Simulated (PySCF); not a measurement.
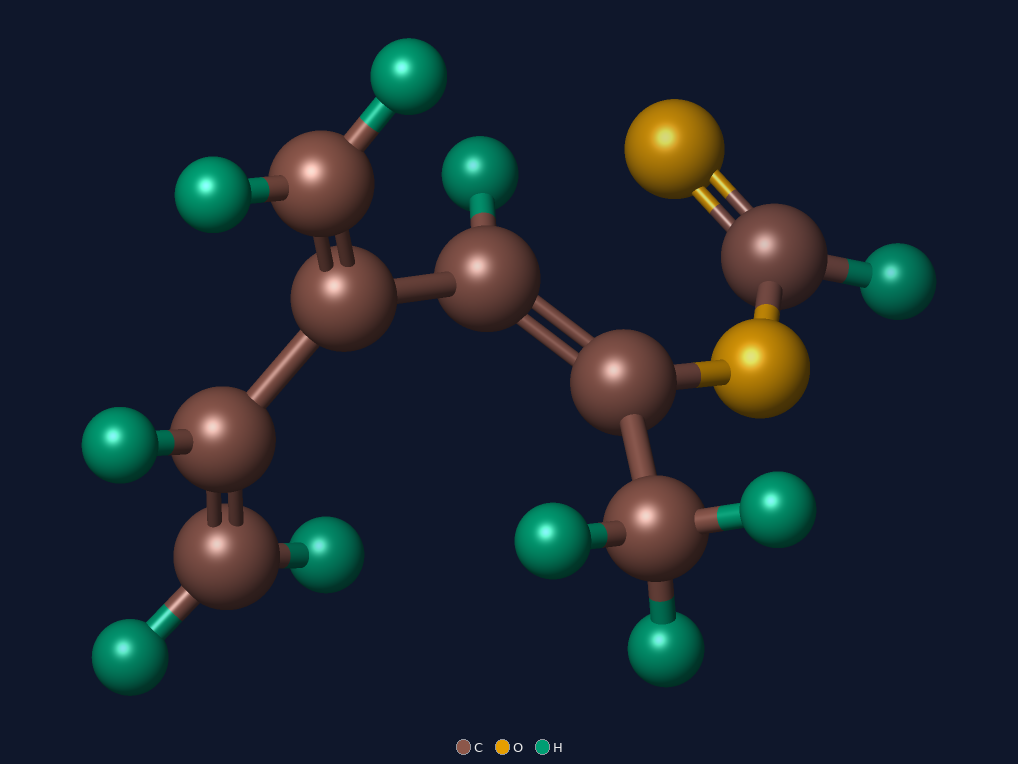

Double and triple bonds are drawn as two and three sticks.

Computed geometry: PBE0-D3(BJ)/def2-SVP optimisation. No frequency run is at hand to confirm it as a minimum.

Question: Count the atoms of each element.

Answer: C8H10O2, 20 atoms: 8 carbon, 10 hydrogen and 2 oxygen.

Question: Describe its rings.

Answer: It has no ring.

Question: Write the SMILES.

Answer: C=CC(=C)/C=C(\C)OC=O

Question: How many bonds of each kind are drawn?

Answer: 10 C–H, 6 C–C, 3 C–O.

Question: Which point group does it belong to?

Answer: C1.

More results for the same structure follow; atom numbers are the same in all pictures, views and colours differ.

### NMR shielding

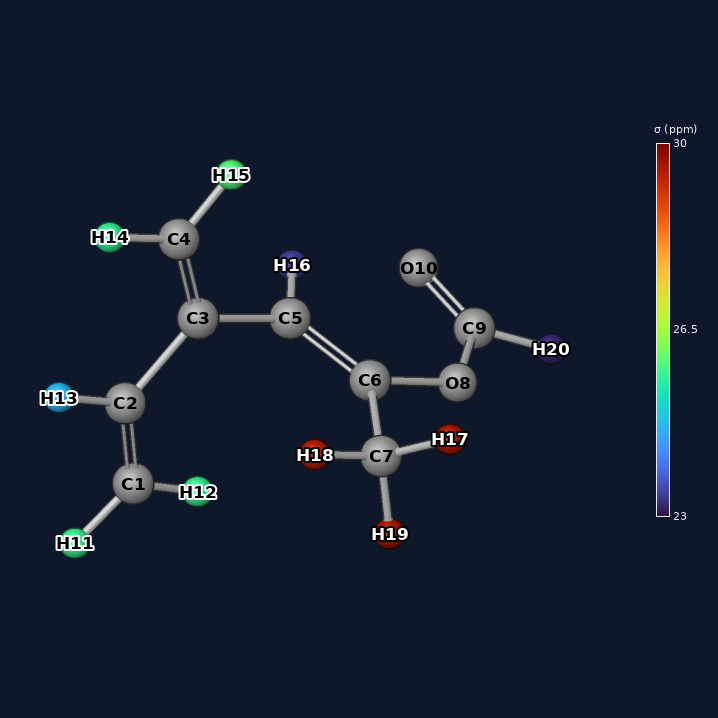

Atoms are coloured by their isotropic NMR shieldings (H only, the others grey). No frequency run is at hand to confirm it as a minimum. Properties computed with GIAO PBE0/pcSseg-1 NMR shielding, non-relativistic, IEF-PCM cyclohexane (PySCF 2.14.0).

List the isotropic NMR shieldings of the H atoms.

```json
{"atom": "H11", "σ (ppm)": "25.72"}
{"atom": "H12", "σ (ppm)": "25.70"}
{"atom": "H13", "σ (ppm)": "24.67"}
{"atom": "H14", "σ (ppm)": "25.65"}
{"atom": "H15", "σ (ppm)": "25.86"}
{"atom": "H16", "σ (ppm)": "23.39"}
{"atom": "H17", "σ (ppm)": "29.49"}
{"atom": "H18", "σ (ppm)": "29.40"}
{"atom": "H19", "σ (ppm)": "29.55"}
{"atom": "H20", "σ (ppm)": "23.24"}
```

### Quadrupole coupling

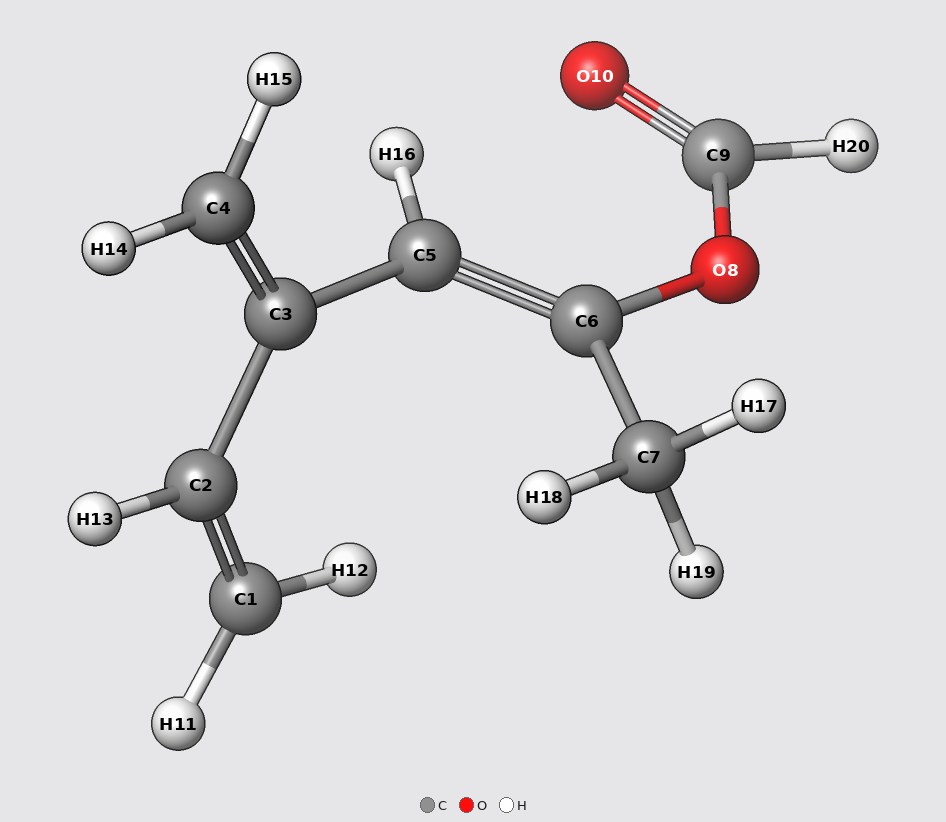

No frequency run is at hand to confirm it as a minimum. Electric field gradients from the ground-state density, PBE0/pcSseg-1 in cyclohexane (IEF-PCM) (PySCF 2.14.0), non-relativistic apart from any core potentials.

Give the largest field-gradient component, the quadrupole coupling constant and the asymmetry for 17O at O8 (Q = −25.6 mb), 17O at O10 (Q = −25.6 mb).

| atom | V_zz (a.u.) | e²qQ/h (MHz) | η |
| --- | --- | --- | --- |
| O8 | 1.664 | −10.01 | 0.04 |
| O10 | −1.665 | 10.01 | 0.29 |

### Electronic properties

No frequency run is at hand to confirm it as a minimum. Level of theory: PBE0/pcSseg-1 in cyclohexane (IEF-PCM) (PySCF 2.14.0).

Question: What is the HOMO energy (Kohn–Sham orbital)?

Answer: −6.69 eV.

Question: Give the LUMO energy (Kohn–Sham orbital) at this level.

Answer: −0.99 eV.

Question: What is the dipole moment?

Answer: 2.42 D.
